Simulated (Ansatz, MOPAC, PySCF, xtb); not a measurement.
CHN (SMILES C#N) and CH2O2 (SMILES O=CO) are pulled apart as rigid monomers along the line of their centres of mass, from the B3LYP-D3(BJ)/def2-TZVP minimum. Starting geometry (charge 0, multiplicity 1):
```xyz
8

C      0.2913     0.1946    -0.1467
N     -0.2525    -0.2945     0.7320
H      0.8014     0.6532    -0.9642
O      0.9439     0.6454     3.8066
C      0.1013    -0.0862     4.2512
O     -0.7654    -0.8072     3.5395
H     -0.0637    -0.2567     5.3245
H     -0.6117    -0.6498     2.5819
```

Interaction energies with rigid monomers; basis-set methods are counterpoise corrected unless marked otherwise.

Cores are frozen in the correlated methods. Rows in 6-31G* carry no dispersion term and start afresh at each structure (6-31G* with six Cartesian d functions). MP2/6-31G* freezes PySCF's default core. The state that PM6 reach isn't checked.

The values were computed with Ansatz (a quantum-chemistry and plane-wave program) with Gaussian orbitals; MOPAC for PM6 (differences of heats of formation); PySCF for 6-31G* rows; xtb for the GFN methods. Each number belongs to the level named beside it.

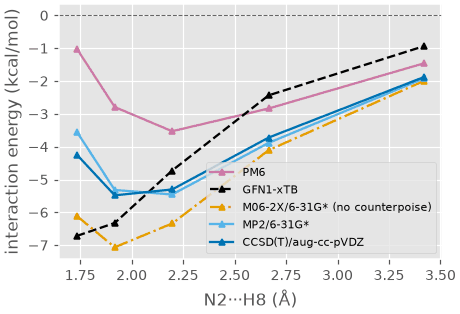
Figure. Interaction energy against separation

**Question.** Which level binds most strongly at N2···H8 = 1.92, and by how much?

**Answer.** M06-2X/6-31G* (no counterpoise), -7.1 kcal/mol.
